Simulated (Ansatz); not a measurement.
# Al2Cu: shifting one sublattice

Aim: for Al2Cu, map the energy as every Cu atom is pushed off its site.

Program: Ansatz 0.2.0. Level of theory: DFT PBEsol, scalar-relativistic, plane waves, PAW. These are calculated values, not measurements.

2 further runs of the same task are left out: 2 set aside as unsound or not needed. Runs told in other sessions of the task aren't counted.

**1. The starting structure**

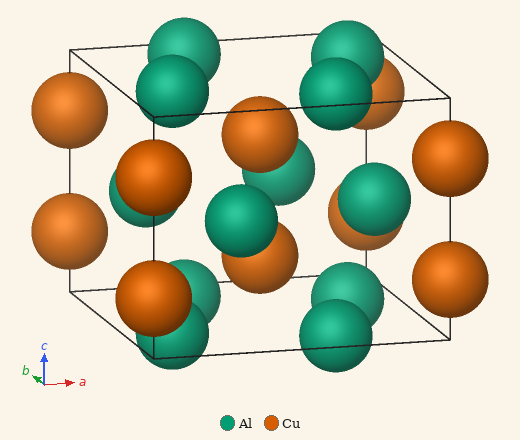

Start, viewed slightly off an axis; aluminium teal, copper orange. Atoms on the faces are drawn again on the opposite ones. The cell drawn here is the conventional one.

Structure file:

```
CELL_PARAMETERS angstrom
-2.99655 2.99655 2.41392
2.99655 -2.99655 2.41392
2.99655 2.99655 -2.41392
ATOMIC_POSITIONS crystal
Al 0.15932 0.65932 0.81864
Al 0.65932 0.84068 0.50000
Al 0.84068 0.34068 0.18136
Al 0.34068 0.15932 0.50000
Cu 0.75000 0.75000 0.00000
Cu 0.25000 0.25000 0.00000
```

It is the result of an earlier relaxation at this level (volume 14.45 Å³/atom; gap on the mesh: none (metal)).

**2. Zero of energy**

The reference gives a free energy of -15276.7954 eV, pressure 0.05 GPa, largest force 0.013 eV/Å and gap on the mesh none (metal). It was computed beforehand with the settings of the runs below.

**3. Setting up shifting one sublattice**

Every Cu atom is moved by x along the Cartesian unit vector (0.000, 0.000, -1.000); the cell and all other atoms stay fixed. Forces below are components along that vector, summed over the moved atoms.

**4. At x = -0.300 Å**

The input, input.yaml:

```yaml
crystal:
  lattice:
    - [-2.9965506908, 2.9965506908, 2.4139243088]
    - [2.9965506908, -2.9965506908, 2.4139243088]
    - [2.9965506908, 2.9965506908, -2.4139243088]
  atoms:
    - { symbol: Al, position: [0.1593199577, 0.6593199577, 0.8186399154] }
    - { symbol: Al, position: [0.6593199577, 0.8406800423, 0.5] }
    - { symbol: Al, position: [0.8406800423, 0.3406800423, 0.1813600846] }
    - { symbol: Al, position: [0.3406800423, 0.1593199577, 0.5] }
    - { symbol: Cu, position: [0.8121394795, 0.8121394795, 0.0] }
    - { symbol: Cu, position: [0.3121394795, 0.3121394795, 0.0] }
basis:
  ecutwfc: 420
kpoints:
  mp_grid: { grid: [12, 12, 12] }
hamiltonian:
  xc: pbesol
scf:
  occupations: { method: gaussian, width: 0.15 }
output:
  forces: true
  stress: true
  eigenvalues: true
```

On the command line:

```console
$ ansatz run input.yaml --threads 1 --pin off --max-ram 2560MiB --backend cpu --events-out ev --progress --plain --runs-dir out
```

Output, cut to the lines that bear on the results:

```text
Warning: RAYON_NUM_THREADS=1 ignored (pool sized by the plan → 1); use --threads N
[...]
Pseudopotentials: kind: paw
Pseudopotential: Al, paw, valence charge 3, recommended cutoff 420 eV (normal), Al.paw.azcp
Pseudopotential: Cu, paw, valence charge 19, recommended cutoff 420 eV (normal), Cu.paw.azcp
Functional definition: PBEsol
[...]
Crystal: 6 atoms, lattice volume = 86.702 Å³
Basis set: ecut = 420 eV, 1681 PW (Γ), exchange–correlation on 72×72×72 points (8 copies of the dense FFT grid, shifted against one another)
Bands: 31, of which v1, the nominal top of the filled ones, is band 25 counted from 1 (24 counted from 0)
Symmetry: 8 space group operations
Space group: I4cm (ITA 108), of the structure as read, at distance tolerance 4.4e-5 Å
k-points: 163 of 1728 (time reversal used)
[...]
SCF iter   1: F=—  HF=-15276.451097 eV  |F-HF|=—  |Δ(HF+E_count)|=         —  Δρ=4.45e-3  dr2=9.99e-3  ethr=1.77e-3  ⟨swp⟩=7.5  Hψ=24878  notcnv=0
[...]
SCF iter   7: F=-15276.446399 eV  HF=-15276.446399 eV  |F-HF|=5.66e-10  |Δ(HF+E_count)|=   1.03e-8  Δρ=1.52e-6  dr2=1.41e-9  ethr=1.07e-10  ⟨swp⟩=2.3  Hψ=15699  notcnv=0
[...]
SCF converged after 7 iterations
Free energy (F): -15276.446399 eV
[...]
E sigma→0 (E₀):  -15276.434506 eV
Entropy (-TS):   -0.023785 eV (-3.964 meV/atom)
Fermi energy:    10.674485 eV
[...]
--- Forces (eV/Å), atoms counted from 1 ---
  atom   1  Al    -0.10739166    -0.10739166     0.56104576
  atom   2  Al     0.10739166    -0.10739166     0.56104576
  atom   3  Al     0.10739166     0.10739166     0.56104576
  atom   4  Al    -0.10739166     0.10739166     0.56104576
  atom   5  Cu    -0.00000000    -0.00000000    -1.12208800
  atom   6  Cu    -0.00000000     0.00000000    -1.12208800
[...]
--- Stress (GPa, compression-positive) ---
        2.849121       0.000000      -0.000000
        0.000000       2.849121       0.000000
       -0.000000      -0.000000      -0.301292
  P = ⅓ Tr σ = 1.7990 GPa (17.990 kbar)
--- Band table (eV; the first three rows and the last of 163) ---
[...]
```

Run time: 53 s. Hardware: 1 thread of Intel Xeon Platinum 8259CL at 2.50GHz (Skylake/Cascade Lake), shared host; peak memory 0.63 GiB.

**5. Point x = 0.225 Å**

input.yaml, as its differences from that of step 4:

```diff
@@ -10,4 +10,4 @@
     - { symbol: Al, position: [0.3406800423, 0.1593199577, 0.5] }
-    - { symbol: Cu, position: [0.8121394795, 0.8121394795, 0.0] }
-    - { symbol: Cu, position: [0.3121394795, 0.3121394795, 0.0] }
+    - { symbol: Cu, position: [0.7033953904, 0.7033953904, 0.0] }
+    - { symbol: Cu, position: [0.2033953904, 0.2033953904, 0.0] }
 basis:
```

On the command line:

```console
$ ansatz run input.yaml --threads 1 --pin off --max-ram 2560MiB --backend cpu --events-out ev --progress --plain --runs-dir out
```

Output, cut to the lines that bear on the results:

```text
Warning: RAYON_NUM_THREADS=1 ignored (pool sized by the plan → 1); use --threads N
[...]
[... 4 set-up lines as earlier in the session ...]
[...]
Crystal: 6 atoms, lattice volume = 86.702 Å³
Basis set: ecut = 420 eV, 1681 PW (Γ), exchange–correlation on 72×72×72 points (8 copies of the dense FFT grid, shifted against one another)
Bands: 31, of which v1, the nominal top of the filled ones, is band 25 counted from 1 (24 counted from 0)
[... 2 set-up lines as earlier in the session ...]
k-points: 163 of 1728 (time reversal used)
[...]
SCF iter   1: F=—  HF=-15276.600943 eV  |F-HF|=—  |Δ(HF+E_count)|=         —  Δρ=4.68e-3  dr2=1.06e-2  ethr=1.77e-3  ⟨swp⟩=7.6  Hψ=24905  notcnv=0
[...]
SCF iter   6: F=-15276.596067 eV  HF=-15276.596067 eV  |F-HF|=1.71e-8  |Δ(HF+E_count)|=   3.36e-7  Δρ=8.54e-6  dr2=5.49e-8  ethr=2.00e-10  ⟨swp⟩=6.6  Hψ=24235  notcnv=0
[...]
SCF converged after 6 iterations
Free energy (F): -15276.596067 eV
[...]
E sigma→0 (E₀):  -15276.584232 eV
Entropy (-TS):   -0.023671 eV (-3.945 meV/atom)
Fermi energy:    10.676861 eV
[...]
--- Forces (eV/Å), atoms counted from 1 ---
  atom   1  Al    -0.06506605    -0.06506605    -0.43442279
  atom   2  Al     0.06506605    -0.06506605    -0.43442279
  atom   3  Al     0.06506605     0.06506605    -0.43442279
  atom   4  Al    -0.06506605     0.06506605    -0.43442279
  atom   5  Cu    -0.00000000    -0.00000000     0.86884671
  atom   6  Cu    -0.00000000     0.00000000     0.86884671
[...]
--- Stress (GPa, compression-positive) ---
        1.715879       0.000000      -0.000000
        0.000000       1.715879      -0.000000
       -0.000000       0.000000      -0.273293
  P = ⅓ Tr σ = 1.0528 GPa (10.528 kbar)
--- Band table (eV; the first three rows and the last of 163) ---
[...]
```

It took 42 s on 1 thread of Intel Xeon Platinum 8259CL at 2.50GHz (Skylake/Cascade Lake), shared host; peak memory 0.63 GiB.

**6. x = -0.150 Å**

input.yaml, as its differences from that of step 5:

```diff
@@ -10,4 +10,4 @@
     - { symbol: Al, position: [0.3406800423, 0.1593199577, 0.5] }
-    - { symbol: Cu, position: [0.7033953904, 0.7033953904, 0.0] }
-    - { symbol: Cu, position: [0.2033953904, 0.2033953904, 0.0] }
+    - { symbol: Cu, position: [0.7810697397, 0.7810697397, 0.0] }
+    - { symbol: Cu, position: [0.2810697397, 0.2810697397, 0.0] }
 basis:
```

On the command line:

```console
$ ansatz run input.yaml --threads 1 --pin off --max-ram 2560MiB --backend cpu --events-out ev --progress --plain --runs-dir out
```

Output, cut to the lines that bear on the results:

```text
Warning: RAYON_NUM_THREADS=1 ignored (pool sized by the plan → 1); use --threads N
[...]
[... 4 set-up lines as earlier in the session ...]
[...]
Crystal: 6 atoms, lattice volume = 86.702 Å³
Basis set: ecut = 420 eV, 1681 PW (Γ), exchange–correlation on 72×72×72 points (8 copies of the dense FFT grid, shifted against one another)
Bands: 31, of which v1, the nominal top of the filled ones, is band 25 counted from 1 (24 counted from 0)
[... 2 set-up lines as earlier in the session ...]
k-points: 163 of 1728 (time reversal used)
[...]
SCF iter   1: F=—  HF=-15276.710896 eV  |F-HF|=—  |Δ(HF+E_count)|=         —  Δρ=4.89e-3  dr2=1.13e-2  ethr=1.77e-3  ⟨swp⟩=7.6  Hψ=24944  notcnv=0
[...]
SCF iter   7: F=-15276.705873 eV  HF=-15276.705873 eV  |F-HF|=3.19e-9  |Δ(HF+E_count)|=   5.70e-8  Δρ=4.58e-6  dr2=1.18e-8  ethr=2.00e-10  ⟨swp⟩=7.7  Hψ=22943  notcnv=0
[...]
SCF converged after 7 iterations
Free energy (F): -15276.705873 eV
[...]
E sigma→0 (E₀):  -15276.694077 eV
Entropy (-TS):   -0.023592 eV (-3.932 meV/atom)
Fermi energy:    10.678718 eV
[...]
--- Forces (eV/Å), atoms counted from 1 ---
  atom   1  Al    -0.03416281    -0.03416281     0.29599953
  atom   2  Al     0.03416281    -0.03416281     0.29599953
  atom   3  Al     0.03416281     0.03416281     0.29599953
  atom   4  Al    -0.03416281     0.03416281     0.29599953
  atom   5  Cu    -0.00000000    -0.00000000    -0.59199613
  atom   6  Cu    -0.00000000     0.00000000    -0.59199613
[...]
--- Stress (GPa, compression-positive) ---
        0.887476       0.000000      -0.000000
        0.000000       0.887476      -0.000000
       -0.000000      -0.000000      -0.267643
  P = ⅓ Tr σ = 0.5024 GPa (5.024 kbar)
--- Band table (eV; the first three rows and the last of 163) ---
[...]
```

Wall time 51 s (1 thread of Intel Xeon Platinum 8259CL at 2.50GHz (Skylake/Cascade Lake), shared host); peak memory 0.62 GiB.

**7. All points together**

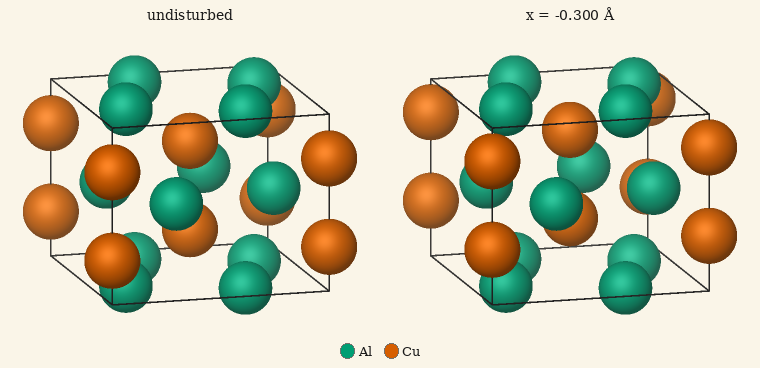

The undisturbed cell and the costliest point of the scan, at one scale, with neighbouring cells.

All points in order; energies are free energies above the reference cell:

```
 x (Å)  ΔE (meV/cell)  force on the moved atoms (eV/Å)  pressure (GPa)
-0.300          349.0                            2.244             1.8
-0.150           89.6                            1.184             0.5
 0.000            0.0                            0.000             0.1
 0.225          199.4                           -1.738             1.1
```

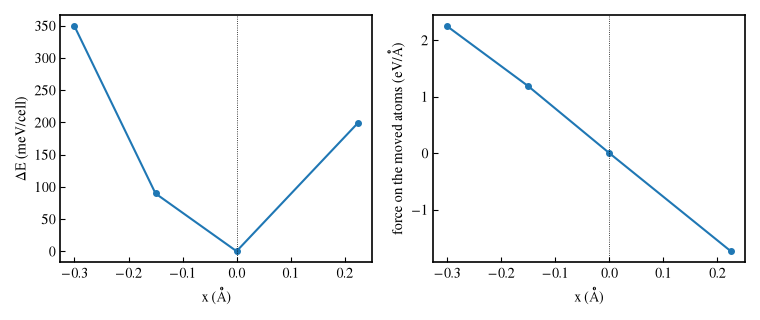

ΔE and force on the moved atoms along the scan.

**8. Results**

```
                                                        quantity                                      value
force constant along x, from the points at -0.150, 0 and 0.225 Å  7.83 eV/Å² for the 2 moved atoms together
```

In words: The restoring force grows by 7.83 eV/Å per Å near the site for the 2 atoms together, 3.91 on average. The step of 0.23 Å is wide, so anharmonic terms mix in. No sampled point lies below the undisturbed cell.
